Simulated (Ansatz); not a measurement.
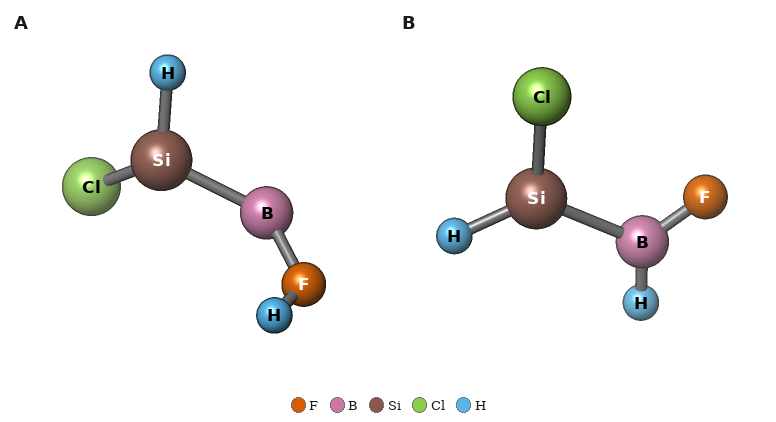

2 stationary structures of one formula. The species has charge +1 and is a spin singlet. Geometries: PBE0-D4/def2-TZVP. Electronic energies: r2SCAN-D4/def2-TZVPP (Ansatz 0.2.0), without zero-point energy. No frequency run is at hand to confirm each as a minimum. Each is one conformer, not always the lowest.

Which structure is the most stable?

B is lowest; A lies 100.9 kcal/mol above it (C1).
